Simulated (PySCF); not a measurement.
# UB3LYP/STO-6G run of CClF (SMILES F[C]Cl)

Aim: the vertical triplet–singlet gap of CClF at UB3LYP/STO-6G, from 2 runs. 

Program for the calculation: PySCF 2.14.0.

18 further runs of the same task are left out: 6 that didn't finish, 12 set aside as unsound or not needed.

## 1. The system as given

The species is CClF (3 atoms), meant as a triplet with charge 0. As SMILES, `F[C]Cl`. Geometry: relaxed at GFN2-xTB.

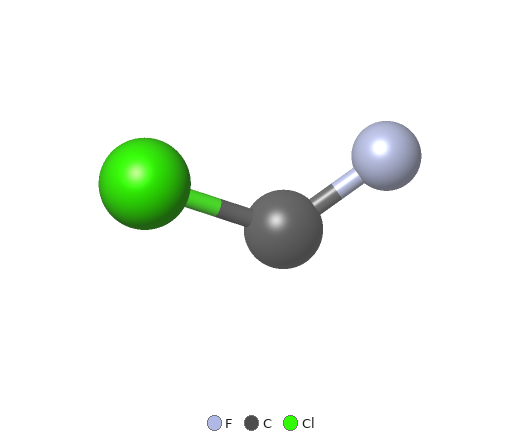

Viewed from a chosen angle; fluorine light blue, carbon dark grey, chlorine green.

## 2. A single-point energy at UB3LYP/STO-6G

Input file input.xyz:

```xyz
3

F     -0.998630     0.639490    -0.473520
C     -0.216580    -0.392190    -0.160770
Cl     1.215200    -0.247300     0.634290
```

Input file input.py:

```python
from pyscf import gto, dft

system = gto.M(
    atom='input.xyz',
    max_memory=1860,
    basis='sto-6g',
    verbose=3,
    spin=2,
)

mf = dft.UKS(system, xc='b3lyp')
mf.conv_tol = 1e-10
mf.grids.level = 5
mf.kernel()
if not mf.converged:
    mf = mf.newton().run(mf.mo_coeff, mf.mo_occ)

etot = mf.e_tot
print(f'total energy: {etot:.8f} hartree')
```

Launch:

```
$ OMP_NUM_THREADS=1 python input.py
```

What it wrote:

```text
WARN: HOMO -0.0637876991208485 >= LUMO -0.204477496195503

converged SCF energy = -595.777870192848  <S^2> = 2.0019853  2S+1 = 3.0013233
total energy: -595.77787019 hartree
```

It took 4.5 s on 1 thread of Arm Neoverse V1, shared host; peak memory 0.2 GiB.

## 3. The singlet at the same level

Input file run.py:

```python
from pyscf import gto, dft

mol = gto.M(
    atom='''
F     -0.998630     0.639490    -0.473520
C     -0.216580    -0.392190    -0.160770
Cl     1.215200    -0.247300     0.634290
''',
    verbose=3,
    max_memory=1860,
    basis='sto-6g',
    charge=0,
)

mf = dft.RKS(mol, xc='b3lyp')
mf.conv_tol = 1e-10
mf.grids.level = 5
mf.kernel()
if not mf.converged:
    mf = mf.newton().run(mf.mo_coeff, mf.mo_occ)

e_tot = mf.e_tot
print(f'total energy: {e_tot:.8f} hartree')
```

Launch:

```
$ OMP_NUM_THREADS=1 python run.py
```

What it wrote:

```text
converged SCF energy = -595.798761528221
total energy: -595.79876153 hartree
```

Run time: 2.9 s. Hardware: 1 thread of Arm Neoverse V1, shared host; peak memory 0.19 GiB.

## 4. Results

At UB3LYP/STO-6G:

| quantity | value |
| --- | --- |
| triplet: total energy | -595.77787 Eh |
| triplet: dipole moment | 0.76 D |
| triplet: HOMO energy (highest over α and β) | -3.11 eV |
| triplet: LUMO energy (lowest over α and β) | -0.67 eV |
| triplet: ⟨S²⟩ | 2.002 |
| singlet: total energy | -595.79876 Eh |
| singlet: dipole moment | 1.50 D |
| singlet: HOMO energy | -3.58 eV |
| singlet: LUMO energy | 0.10 eV |
| singlet: HOMO–LUMO gap | 3.69 eV |
| vertical energy of the singlet above the triplet | -0.568 eV |

In words: At this shape the singlet lies 0.57 eV (13.1 kcal/mol) below the triplet. In a minimal basis such a difference can be off by several eV, whatever the method.
